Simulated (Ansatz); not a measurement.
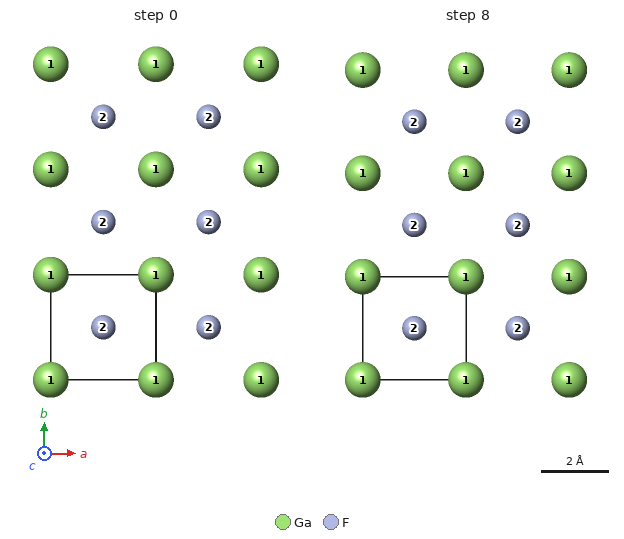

The structure of crystalline GaF (a generated structure, set up in Pm-3m) before (left) and after (right) a relaxation, at one scale.

Style: ball-and-stick. Shown: the cell of the calculation, repeated 2 × 3 × 1 with one cell outlined, along the c axis.

The run lets cell and atoms move.

Theory: Kohn-Sham DFT of a periodic cell, HSEsol, Ansatz PAW in Ansatz 0.2.0.

Input file:
```yaml
crystal:
  lattice:
    - [3.16592, 0.0, 0.0]
    - [0.0, 3.16592, 0.0]
    - [0.0, 0.0, 3.16592]
  atoms:
    - { symbol: Ga, position: [0.0, 0.0, 0.0] }
    - { symbol: F, position: [0.5, 0.5, 0.5] }
hamiltonian:
  xc:
    exchange: hjs_pbesol
    correlation: pbesol
    exx: { coeff: 0.25, omega: 0.207 }
  pseudopotentials: { kind: paw }
kpoints:
  mp_grid: { grid: [4, 4, 4] }
scf:
  occupations: { method: fermi_dirac, width: 0.05 }
output:
  forces: true
  stress: true
  eigenvalues: true
relax:
  f_tol: 0.01
  max_steps: 40
  cell: { stress_tol: 0.05 }
```

> What changed between the two?

The atoms keep their places relative to the cell (all moves are under 0.005 Å). The drawn cell changes as follows: a = b = c 3.166 → 3.107 Å (−1.9 %); the volume changes by −5.5 %. The space group stays Pm-3m (No. 221). After 5 accepted moves (8 points after the start) the energy has fallen by 13.6 meV per cell of the calculation. All forces vanish by symmetry, so only the cell relaxes. The pressure goes from −2.50 to −0.02 GPa. The line search rejected the trial step at point 3 of the run. The SCF was repeated twice at an unchanged geometry on a basis and grid sized afresh for the cell, which shifted the energy by 2.2 meV per cell of the calculation at most. At step 3 the optimiser overshot: the energy rose above the start, and later steps came back. Cost: 70 s on 1 × NVIDIA H100 80GB HBM3 with 2 threads of AMD EPYC 7R13 Processor (Zen 3), on a shared host, peak memory 1.7 GiB.

Limits of the set-up: layers or molecules are held without a dispersion correction, so their spacing is unreliable.
